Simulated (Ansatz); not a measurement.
Run report: Si$_{4}$H$_{11}$OF, saddle-point search (part 1 of 2)

Si$_{4}$H$_{11}$OF, computed with RKS PBE0-D4/cc-pVDZ (Ansatz 0.2.0).

Figures and captions count atoms from 1; the log counts them from 0 in places.

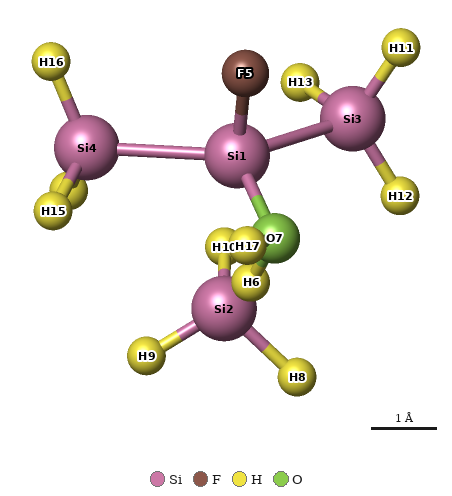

*The input geometry (ball-and-stick view, seen at a tilt; atoms are numbered from 1 in the order of the input).*

Input
```yaml
crystal:
  periodic: [false, false, false]
  atoms:
    - {symbol: Si, position_ang: [-0.244258, 0.947024, 0.022280]}
    - {symbol: Si, position_ang: [1.134372, -1.570946, 0.324111]}
    - {symbol: Si, position_ang: [0.173067, 0.591255, -2.335030]}
    - {symbol: Si, position_ang: [-1.888034, -0.184084, 1.330759]}
    - {symbol: F, position_ang: [-0.932849, 2.485553, -0.032471]}
    - {symbol: H, position_ang: [1.439736, 0.366896, 0.947467]}
    - {symbol: O, position_ang: [1.310963, 1.511439, 0.850452]}
    - {symbol: H, position_ang: [2.606782, -1.888494, -0.128476]}
    - {symbol: H, position_ang: [0.916159, -2.422638, 1.433780]}
    - {symbol: H, position_ang: [0.194358, -2.096720, -0.778706]}
    - {symbol: H, position_ang: [-0.100927, 1.793889, -3.063895]}
    - {symbol: H, position_ang: [1.472270, -0.031208, -2.520282]}
    - {symbol: H, position_ang: [-0.988690, -0.427605, -2.700165]}
    - {symbol: H, position_ang: [-1.793378, -1.668863, 1.098997]}
    - {symbol: H, position_ang: [-1.272287, 0.072439, 2.752418]}
    - {symbol: H, position_ang: [-3.185099, 0.546512, 1.317408]}
    - {symbol: H, position_ang: [1.288288, 2.040422, 1.694545]}
basis:
  gaussian: {orbitals: cc-pVDZ}
hamiltonian: {xc: pbe0, dispersion: d4}
saddle:
  f_tol: 0.02
  max_steps: 40
  mode_guess:
    - [0.2200, 0.2870, 0.1581]
    - [0.1577, -0.0276, 0.0766]
    - [0.0139, -0.0020, 0.0624]
    - [0.0850, 0.0193, 0.0005]
    - [-0.1115, 0.1324, -0.0521]
    - [-0.2694, -0.6767, -0.2539]
    - [-0.2122, 0.2156, -0.0860]
    - [0.0702, -0.1000, 0.0175]
    - [-0.0298, -0.0240, 0.0133]
    - [0.0436, 0.1498, 0.0347]
    - [-0.0503, -0.0314, 0.0123]
    - [0.0042, 0.0120, 0.0021]
    - [0.0068, -0.0235, 0.0867]
    - [0.0493, 0.0267, -0.0517]
    - [-0.0060, -0.0308, 0.0256]
    - [0.0681, 0.0026, -0.0376]
    - [-0.0398, 0.0707, -0.0086]
```

Machine: 4 CPU threads, shared host.

Launch command:
```bash
ansatz run in.yaml --threads 4 --pin off --events-out ev --progress --plain --max-ram 41984MiB --backend cuda --devices 0, --max-vram 37GiB
```

Output
```
Functional definition: PBE0
  name "PBE0"
  cite "Adamo & Barone, J. Chem. Phys. 110, 6158 (1999) doi:10.1063/1.478522"
  cite "Perdew, Burke & Ernzerhof, Phys. Rev. Lett. 77, 3865 (1996) doi:10.1103/PhysRevLett.77.3865"
  parent pbe
  parameter a = 0.25
  parameter kappa = 0.804
  parameter beta = 0.06672455060314922
  exchange = (1 - a)*pbe_x(kappa = kappa, mu = beta*pi^2/3) + a*exact_x
  correlation = pbe_c(beta = beta)
1687 factors; integrals over basis functions are off by at most 4.6e-4 eV
mean field evaluation 1: about -36430.9461 eV, gradient 4.5e1 eV
mean field evaluation 2: about -36426.8808 eV, gradient 6.8e1 eV
mean field evaluation 4: about -36434.4319 eV, gradient 2.0e0 eV
mean field evaluation 8: about -36434.4763 eV, gradient 2.5e-2 eV
mean field -36434.47625726 eV, -1338.9423062793 hartree, gradient 4.3e-5 eV, S^2 0.000000; 0 other end points of the search recorded, 0 dependent functions left out
the calculation of the forces begins
reference -36434.47629606 eV, -1338.9423077050 hartree; 42, 42 occupied and 113, 113 virtual orbitals, 1687 factors
these checks for a lower state are left out or cut short: stability, starts, cluster_reference, orbital_swaps, neighbouring_geometries, increment
1687 factors; integrals over basis functions are off by at most 4.6e-4 eV
mean field evaluation 16: about -36434.4414 eV, gradient 5.3e-1 eV
mean field -36434.47447736 eV, -1338.9422408691 hartree, gradient 2.4e-6 eV, S^2 0.000000; 0 other end points of the search recorded, 0 dependent functions left out
[... from here on the field's lines of each further geometry are left out, up to the last ...]
saddle step   1: F+E_penalty+E_count = -36434.92825742 eV  max|allowed force component| = 1.935e0 eV/Å  curvature = -6.6863 eV/Å²  mode residual = 3.35e0 eV/Å²  Δτ_max = 0.0000 Å  (1 rotations, 3 force calls, 56 SCF iters)  cluster: 3 rotations left out, max|force component along them| = 5.473e-8 eV/Å
saddle step   2: F+E_penalty+E_count = -36435.36881771 eV  max|allowed force component| = 8.517e-1 eV/Å  curvature = -5.8422 eV/Å²  mode residual = 2.36e0 eV/Å²  Δτ_max = 0.0861 Å  (1 rotations, 3 force calls, 59 SCF iters)  cluster: 3 rotations left out, max|force component along them| = 1.401e-8 eV/Å
saddle step   3: F+E_penalty+E_count = -36435.44613164 eV  max|allowed force component| = 6.110e-1 eV/Å  curvature = -5.9309 eV/Å²  mode residual = 1.96e0 eV/Å²  Δτ_max = 0.0612 Å  (1 rotations, 3 force calls, 59 SCF iters)  cluster: 3 rotations left out, max|force component along them| = 1.617e-8 eV/Å
saddle step   4: F+E_penalty+E_count = -36435.46717054 eV  max|allowed force component| = 1.989e-1 eV/Å  curvature = -5.2146 eV/Å²  mode residual = 2.26e0 eV/Å²  Δτ_max = 0.0582 Å  (1 rotations, 3 force calls, 60 SCF iters)  cluster: 3 rotations left out, max|force component along them| = 2.620e-8 eV/Å
saddle step   5: F+E_penalty+E_count = -36435.46927266 eV  max|allowed force component| = 8.766e-2 eV/Å  curvature = -5.2940 eV/Å²  mode residual = 1.13e0 eV/Å²  Δτ_max = 0.0197 Å  (1 rotations, 3 force calls, 60 SCF iters)  cluster: 3 rotations left out, max|force component along them| = 1.853e-8 eV/Å
saddle step   6: F+E_penalty+E_count = -36435.46987965 eV  max|allowed force component| = 7.030e-2 eV/Å  curvature = -5.0903 eV/Å²  mode residual = 1.32e0 eV/Å²  Δτ_max = 0.0078 Å  (1 rotations, 3 force calls, 55 SCF iters)  cluster: 3 rotations left out, max|force component along them| = 3.247e-8 eV/Å
saddle step   7: F+E_penalty+E_count = -36435.47017062 eV  max|allowed force component| = 6.138e-2 eV/Å  curvature = -4.5419 eV/Å²  mode residual = 1.44e0 eV/Å²  Δτ_max = 0.0125 Å  (1 rotations, 3 force calls, 59 SCF iters)  cluster: 3 rotations left out, max|force component along them| = 1.294e-8 eV/Å
saddle step   8: F+E_penalty+E_count = -36435.47042137 eV  max|allowed force component| = 4.197e-2 eV/Å  curvature = -3.7318 eV/Å²  mode residual = 1.69e0 eV/Å²  Δτ_max = 0.0151 Å  (1 rotations, 3 force calls, 59 SCF iters)  cluster: 3 rotations left out, max|force component along them| = 1.134e-8 eV/Å
saddle step   9: F+E_penalty+E_count = -36435.47054140 eV  max|allowed force component| = 9.547e-2 eV/Å  curvature = -3.2711 eV/Å²  mode residual = 1.95e0 eV/Å²  Δτ_max = 0.0197 Å  (1 rotations, 3 force calls, 60 SCF iters)  cluster: 3 rotations left out, max|force component along them| = 9.020e-9 eV/Å
saddle step  10: F+E_penalty+E_count = -36435.47068043 eV  max|allowed force component| = 9.619e-3 eV/Å  curvature = -3.5121 eV/Å²  mode residual = 9.07e-1 eV/Å²  Δτ_max = 0.0102 Å  (1 rotations, 5 force calls, 82 SCF iters)  cluster: 3 rotations left out, max|force component along them| = 3.607e-8 eV/Å
saddle step  11: F+E_penalty+E_count = -36435.47093033 eV  max|allowed force component| = 1.176e-2 eV/Å  curvature = -3.7319 eV/Å²  mode residual = 8.60e-1 eV/Å²  Δτ_max = 0.0157 Å  (1 rotations, 5 force calls, 82 SCF iters)  cluster: 3 rotations left out, max|force component along them| = 3.932e-8 eV/Å
saddle step  12: F+E_penalty+E_count = -36435.47104852 eV  max|allowed force component| = 6.165e-3 eV/Å  curvature = -3.6527 eV/Å²  mode residual = 6.89e-1 eV/Å²  Δτ_max = 0.0077 Å  (1 rotations, 5 force calls, 80 SCF iters)  cluster: 3 rotations left out, max|force component along them| = 6.801e-8 eV/Å
saddle step  13: F+E_penalty+E_count = -36435.47113340 eV  max|allowed force component| = 7.635e-3 eV/Å  curvature = -3.7178 eV/Å²  mode residual = 6.03e-1 eV/Å²  Δτ_max = 0.0073 Å  (1 rotations, 6 force calls, 96 SCF iters)  cluster: 3 rotations left out, max|force component along them| = 4.511e-8 eV/Å
saddle step  14: F+E_penalty+E_count = -36435.47123505 eV  max|allowed force component| = 5.839e-3 eV/Å  curvature = -3.6775 eV/Å²  mode residual = 5.86e-1 eV/Å²  Δτ_max = 0.0145 Å  (1 rotations, 10 force calls, 153 SCF iters)  cluster: 3 rotations left out, max|force component along them| = 4.056e-8 eV/Å
saddle search: the force at step 15 is within saddle.f_tol, and the search now checks the order of the point unasked, as it does wherever a lone molecule whose rigid rotations it leaves out would converge (saddle.isolated_cluster): at most 100 rotations across the mode and 202 force calls, two more next to a line or behind a second negative curvature, two more where it reads a positive, two for each turn that reads one and six more at each negative that it reads, and up to 22 at one that stands (24 where saddle.amplitude is under 0.005 Å), over each length that the point is read over (saddle.order_check: false declines the check)
saddle search: the rotation starts from a random direction (saddle.seed = 0)
the calculation of the forces begins
reference -36435.01872152 eV, -1338.9622414732 hartree; 42, 42 occupied and 113, 113 virtual orbitals, 1687 factors
1687 factors; integrals over basis functions are off by at most 4.3e-4 eV
mean field evaluation 640: about -36435.0187 eV, gradient 4.6e-3 eV
mean field -36435.01869669 eV, -1338.9622405605 hartree, gradient 1.1e-5 eV, S^2 0.000000; 1 other end points of the search recorded, 0 dependent functions left out
the calculation of the forces begins
reference -36435.01873543 eV, -1338.9622419843 hartree; 42, 42 occupied and 113, 113 virtual orbitals, 1687 factors
saddle step  15: F+E_penalty+E_count = -36435.47129620 eV  max|allowed force component| = 1.856e-3 eV/Å  curvature = -3.5377 eV/Å² (error put at 0.0046; -3.5418 at half of saddle.amplitude)  mode residual = 4.16e-1 eV/Å²  Δτ_max = 0.0201 Å  (1 rotations, 44 force calls, 622 SCF iters)  order check (unasked): unresolved, curvature across the mode = +0.0315 eV/Å² (36 force calls)  cluster: 3 rotations left out, max|force component along them| = 2.907e-8 eV/Å
```

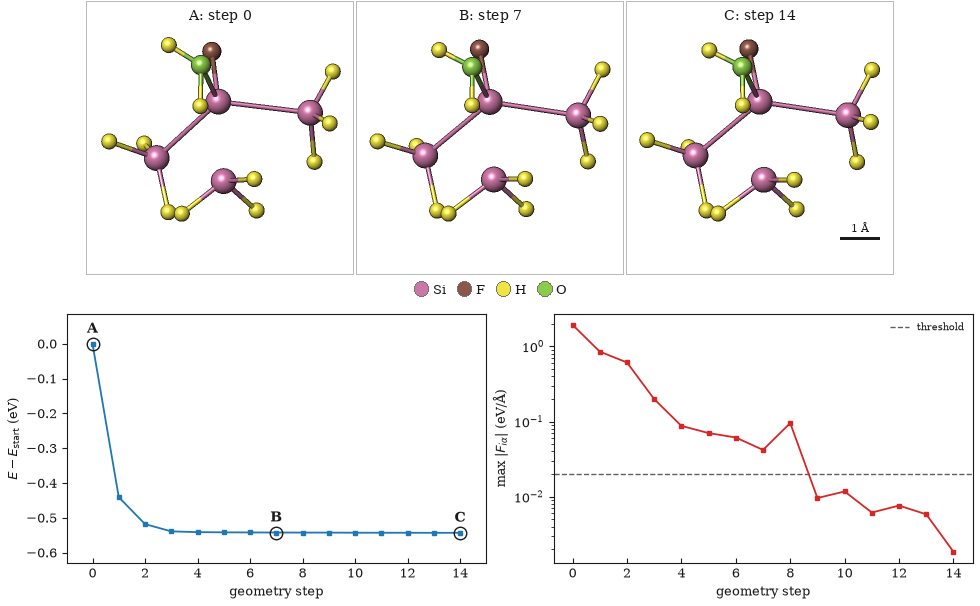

*Frames of the saddle-point search (ball-and-stick view, seen at a tilt) above the curves, on which the letters mark them (the first geometry is step 0 here and step 1 in the log).*

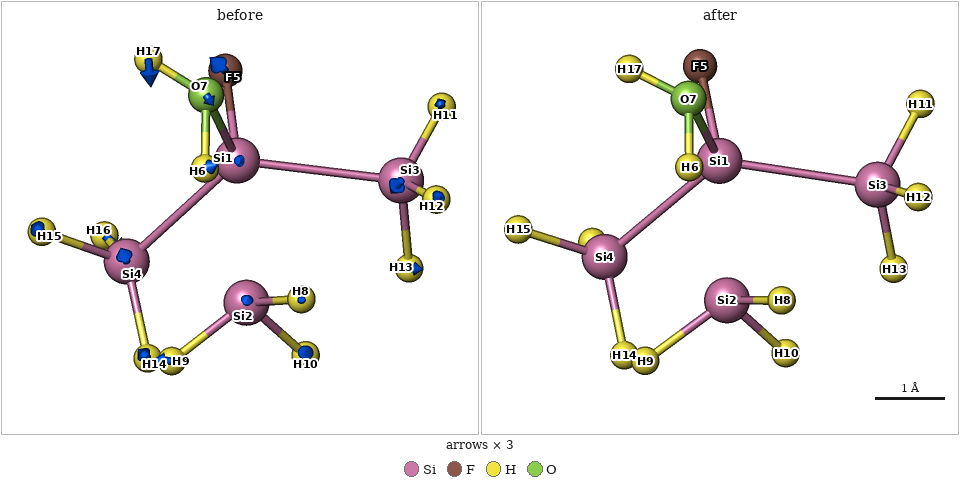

*Before (left) and after (right) the saddle-point search, at one scale (ball-and-stick view, seen at a tilt). The blue arrows give the displacements, magnified 3 times.*

The energy falls by 0.543 eV in 14 geometry steps. Largest force component: 1.9 eV/Å at the start, 0.0019 eV/Å at the end. The largest moves after the best rigid fit, 0.15 Å, are those of H16 and H17. Largest moves by element: H 0.15 Å, F 0.14 Å, Si 0.12 Å, O 0.07 Å. Distances before and after: Si2–H9 1.416 → 1.511 Å, Si3–H13 1.588 → 1.498 Å, Si1–Si3 2.420 → 2.346 Å, Si4–H15 1.570 → 1.502 Å. Among the angles that change: H14–Si4–H16 122.5° → 110.0°, H11–Si3–H12 117.8° → 109.8°, Si1–Si4–H15 98.6° → 106.1°. (Atoms are counted from 1 in the order of the input.)

```
saddle search: converged; its order check could not tell the order of the point: after 33 rotations it read +0.032 eV/Å² across the mode with a residual of 8.60e-2 eV/Å², and holds the second-lowest curvature to +0.034 eV/Å² at the most. That shows no second curvature under the negative of saddle.curvature_tol, and does not show that there is none
Total energy: -36435.47133494 eV, -1338.9788747095 hartree
Atom 0 at    -0.276061     0.951122    -0.020495 Å, force     0.000721     0.000024     0.000418 eV/Å
Atom 1 at     1.188208    -1.548544     0.328211 Å, force    -0.000224    -0.000134     0.000049 eV/Å
Atom 2 at     0.066757     0.552864    -2.306639 Å, force    -0.000465    -0.000272    -0.001362 eV/Å
Atom 3 at    -1.808699    -0.136301     1.378905 Å, force    -0.000336    -0.000005     0.000805 eV/Å
Atom 4 at    -0.844638     2.529532     0.066920 Å, force     0.000029     0.000614     0.000023 eV/Å
Atom 5 at     1.506198     0.370520     0.897529 Å, force    -0.000543     0.001104    -0.000040 eV/Å
Atom 6 at     1.322720     1.454986     0.817359 Å, force    -0.000377    -0.001723    -0.001237 eV/Å
Atom 7 at     2.583824    -1.900889    -0.136165 Å, force     0.000178    -0.000205    -0.000053 eV/Å
Atom 8 at     0.907541    -2.418548     1.530938 Å, force     0.000061     0.000060    -0.000209 eV/Å
Atom 9 at     0.282203    -2.087609    -0.757983 Å, force     0.000331     0.000147     0.000405 eV/Å
Atom 10 at    -0.118943     1.841424    -3.051630 Å, force     0.000208    -0.001856     0.000776 eV/Å
Atom 11 at     1.440380     0.015814    -2.559779 Å, force    -0.001441     0.000791     0.000181 eV/Å
Atom 12 at    -0.956820    -0.440913    -2.761938 Å, force     0.001719     0.001337     0.000411 eV/Å
Atom 13 at    -1.846965    -1.609474     1.132332 Å, force    -0.000060     0.000716    -0.000074 eV/Å
Atom 14 at    -1.349546     0.126591     2.784946 Å, force    -0.000355    -0.000282    -0.000853 eV/Å
Atom 15 at    -3.178993     0.448629     1.202481 Å, force     0.000941    -0.000294     0.000268 eV/Å
Atom 16 at     1.213306     1.915668     1.668200 Å, force    -0.000388    -0.000023     0.000493 eV/Å
Dipole moment:     0.043991     0.357449     0.296651 e Å
```

Trajectory as extended XYZ (Å, eV, eV/Å), 15 frames, from step=1 to step=15
```
17
Properties=species:S:1:pos:R:3:forces:R:3 step=1 energy=-36434.92826
Si   -0.2443    0.9470    0.0223   -0.5717  -0.0259  -1.0707
Si    1.1344   -1.5709    0.3241    1.0199   1.1591  -1.6784
Si    0.1731    0.5913   -2.3350   -1.9346  -1.6553   1.4874
Si   -1.8880   -0.1841    1.3308    1.5566   0.4831   0.9941
F    -0.9328    2.4856   -0.0325    0.1685  -0.0463   0.2536
H     1.4397    0.3669    0.9475    0.1182  -0.0841  -0.1196
O     1.3110    1.5114    0.8505    0.0517   0.1085   0.9553
H     2.6068   -1.8885   -0.1285   -0.8545   0.1827   0.1212
H     0.9162   -2.4226    1.4338   -0.3610  -1.0884   1.5090
H     0.1944   -2.0967   -0.7787    0.3708   0.2172   0.2870
H    -0.1009    1.7939   -3.0639    0.0384   1.1210  -0.7084
H     1.4723   -0.0312   -2.5203    0.7462  -0.2356  -0.3289
H    -0.9887   -0.4276   -2.7002    1.0032   0.7190   0.1629
H    -1.7934   -1.6689    1.0990   -0.4207   0.2395  -0.0414
H    -1.2723    0.0724    2.7524   -0.4659  -0.2137  -0.7616
H    -3.1851    0.5465    1.3174   -0.2877  -0.2677  -0.1769
H     1.2883    2.0404    1.6945   -0.1775  -0.6131  -0.8845
17
Properties=species:S:1:pos:R:3:forces:R:3 step=2 energy=-36435.36882
Si   -0.2565    0.9521   -0.0021   -0.3697   0.1119  -0.4890
Si    1.1630   -1.5415    0.3441    0.5260   0.4380  -0.8517
Si    0.1361    0.5679   -2.3281   -0.8339  -0.7435   0.7253
Si   -1.8424   -0.1527    1.3721    0.6021   0.0861   0.3631
F    -0.9114    2.5042    0.0020    0.1562  -0.0800   0.1111
H     1.4574    0.3431    0.9150    0.0468  -0.2487   0.0327
O     1.3020    1.4721    0.8506    0.0166  -0.0485  -0.3110
H     2.5785   -1.8654   -0.1511   -0.3097   0.0585   0.0981
H     0.9162   -2.4190    1.4869   -0.1735  -0.4975   0.6857
H     0.2479   -2.0462   -0.7646    0.1015   0.0743   0.1330
H    -0.0733    1.8116   -3.0803    0.0268   0.4877  -0.2763
H     1.4625   -0.0351   -2.5712    0.3258  -0.0678  -0.0916
H    -0.9506   -0.4311   -2.7247    0.3611   0.3028   0.0482
H    -1.8709   -1.6321    1.1065   -0.1181   0.1774  -0.0058
H    -1.2819    0.0644    2.7774   -0.1983  -0.0693  -0.3317
H    -3.1925    0.4925    1.3084   -0.0345  -0.0789  -0.0859
H     1.2464    1.9800    1.6723   -0.1254   0.0975   0.2457
```
